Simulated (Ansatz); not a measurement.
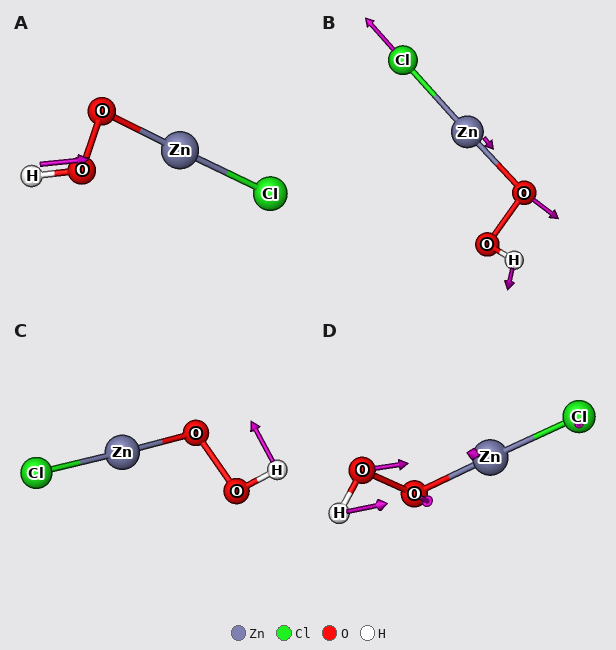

4 normal modes of one molecule or complex, as arrows. Harmonic vibrations computed with RKS PBE0-D4/def2-TZVP (Ansatz 0.2.0) at a stationary point of the same level.

### Match the panels to the wavenumbers 178 cm⁻¹, 412 cm⁻¹, 1351 cm⁻¹, 3817 cm⁻¹.

A: 3817 cm⁻¹, O–H stretching
B: 412 cm⁻¹, Zn–Cl stretching
C: 1351 cm⁻¹, H–O–O bending
D: 178 cm⁻¹, O–O–Zn bending
